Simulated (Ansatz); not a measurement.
```yaml
atoms:
  - { symbol: C, position_ang: [-1.3566, -1.1493, 2.1284] }
  - { symbol: C, position_ang: [-0.4938, -0.6266, 1.0323] }
  - { symbol: C, position_ang: [-1.0047, 0.2929, 0.0865] }
  - { symbol: C, position_ang: [-0.1911, 0.7676, -0.9034] }
  - { symbol: C, position_ang: [-0.7258, 1.7652, -1.9340] }
  - { symbol: F, position_ang: [-0.0307, 2.8974, -1.8756] }
  - { symbol: F, position_ang: [-0.6094, 1.2625, -3.1594] }
  - { symbol: F, position_ang: [-2.0099, 2.0557, -1.7250] }
  - { symbol: O, position_ang: [1.0352, 0.4726, -1.0963] }
  - { symbol: Ti, position_ang: [2.3224, -0.6916, -0.2035] }
  - { symbol: F, position_ang: [2.3566, -2.4134, -0.5069] }
  - { symbol: F, position_ang: [3.4845, -0.1735, -1.4150] }
  - { symbol: F, position_ang: [3.1721, -0.1728, 1.2342] }
  - { symbol: O, position_ang: [0.6923, -1.0273, 0.9914] }
  - { symbol: H, position_ang: [-2.3918, -0.8287, 2.0305] }
  - { symbol: H, position_ang: [-0.9562, -0.7990, 3.0837] }
  - { symbol: H, position_ang: [-1.2997, -2.2395, 2.1395] }
  - { symbol: H, position_ang: [-2.0307, 0.6192, 0.1445] }
```

Geometry: PBE0-D4/def2-TZVP.

The calculation used Ansatz 0.2.0, RKS PBE0-D4/def2-TZVPP.

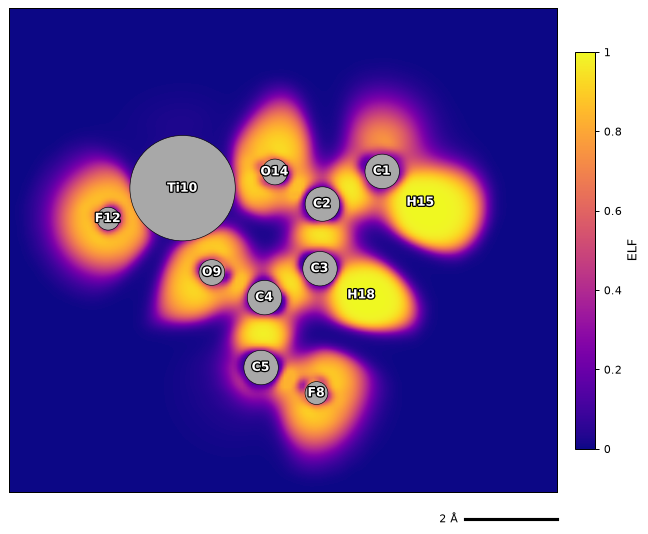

C$_{5}$H$_{4}$F$_{6}$O$_{2}$Ti (SMILES CC1=CC(C(F)(F)F)=[O+][Ti-]([F])([F])([F])[O]1). ELF on the plane of atoms C3, C4 and O9. Grey discs cover the atomic cores.

### Describe what can be read from this map.

- The plane passes through C, F, O, Ti and H nuclei.
- C–O (1.25 Å): the ELF peaks at about 0.85 between the atoms, as expected for a short, strongly polar bond.
- C–F (1.33 Å): the ELF peaks at about 0.85 between the atoms; a polar covalent bond.
- C–C (1.37 Å): the ELF peaks at about 0.95 between the atoms: a covalent bond.
- Ti–F (1.76 Å): the ELF peaks at about 0.85 in the valence shell of F, 0.5 Å from its nucleus, and drops to about 0.25 between the two atoms.
- Ti–O (1.95 Å): the ELF peaks at about 0.90 in the valence shell of O, 0.6 Å from its nucleus, and is about 0.20 at the midpoint.
- The ELF also peaks beside F8, away from the bonds: lone-pair regions.
